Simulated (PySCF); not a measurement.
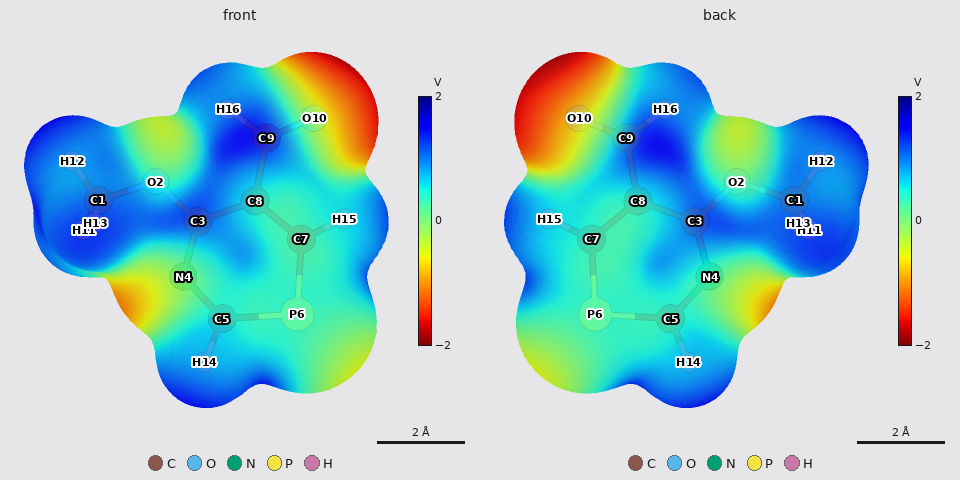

*C₆H₆NO₂P (SMILES COc1ncpcc1C=O). The electrostatic potential painted on the density surface at 0.004 e/bohr³, seen from the front and from behind; the colour scale runs from red (negative) to blue (positive).*

Geometry: PBE0-D3(BJ)/def2-SVP.

All numbers below come from B3LYP/def2-SVPD, SCF density, gas phase in PySCF 2.14.0.

```csv
atom,x (Å),y (Å),z (Å)
C,-2.0732,-1.1447,-0.9986
O,-0.8425,-1.1713,-0.3006
C,-0.1998,-0.0222,-0.1056
N,-0.7505,1.0873,-0.5685
C,-0.1737,2.2696,-0.4150
P,1.3407,2.6719,0.3668
C,1.7730,1.0530,0.8381
C,1.0324,-0.0941,0.5919
C,1.5577,-1.4004,1.0757
O,2.6004,-1.5110,1.6714
H,-2.8152,-0.5296,-0.4691
H,-2.4083,-2.1874,-1.0499
H,-1.9439,-0.7341,-2.0105
H,-0.7388,3.1097,-0.8449
H,2.7109,0.8877,1.3830
H,0.9194,-2.2842,0.8518
```

Q: Which sites attract a positive test charge, and which a negative one?

A: A positive charge is drawn to the negative regions and a negative charge to the positive ones. The most negative region (about −1.8 V, or −42 kcal/mol for a unit charge) lies over O10, the most positive (about +1.5 V, or +35 kcal/mol for a unit charge) over C1, C9, H12 and H14. O10 is the likeliest acceptor of a hydrogen bond.

Q: How polar is the molecule by this calculation?

A: Its dipole moment is 3.46 D.
